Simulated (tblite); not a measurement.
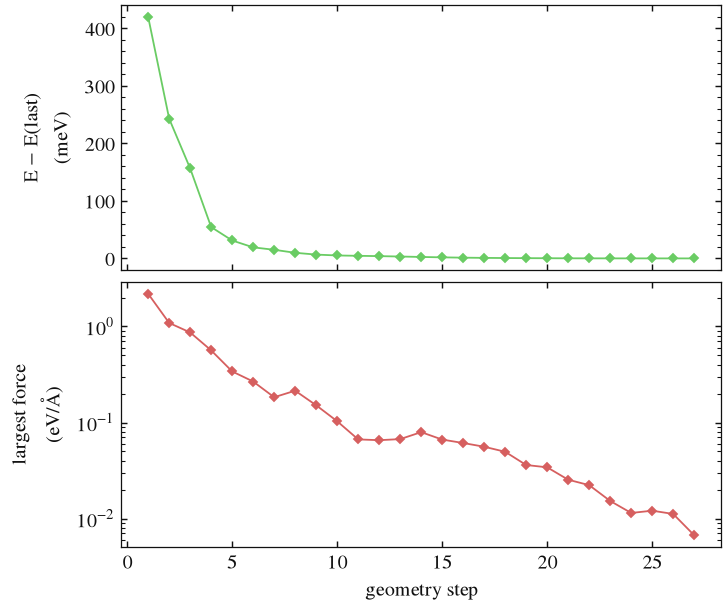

History of a geometry optimisation. The run: C$_{6}$H$_{7}$P (SMILES Cc1cccpc1), by GFN2-xTB geometry optimisation, gas phase (tblite 0.8.0).

The optimisation met its thresholds at geometry 27, counting the start as the first. The energy fell by about 420 meV from the first step to the last. The largest force goes from about 2.2 eV/Å at the start to 7 × 10⁻³ eV/Å at the end.
